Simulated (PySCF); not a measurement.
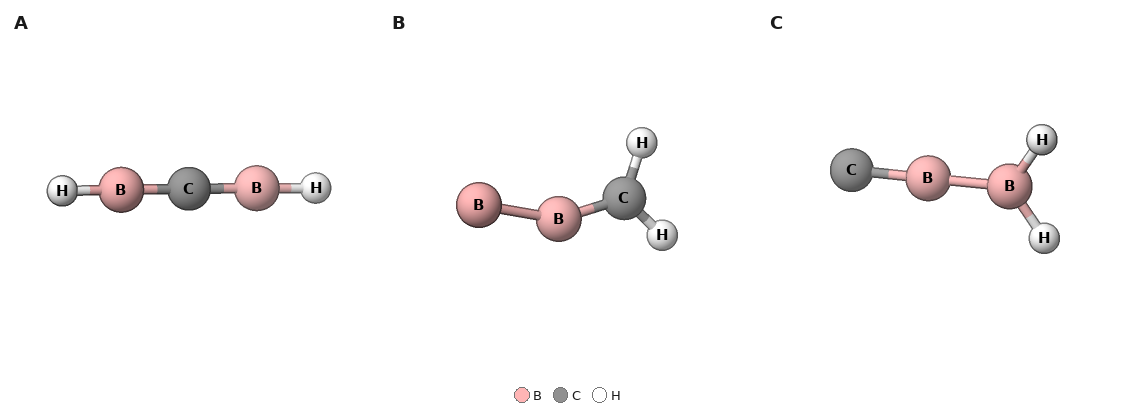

3 stationary structures of one formula. Geometries: PBE-D4/def2-SVP. Electronic energies: PBE-D4/def2-SVP (PySCF 2.14.0), without zero-point energy. No frequency run is at hand to confirm each as a minimum.

Rank them by energy, lowest first.

A is lowest (D∞h); B lies 83.5 kcal/mol above it (Cs), C lies 117.4 kcal/mol above it.
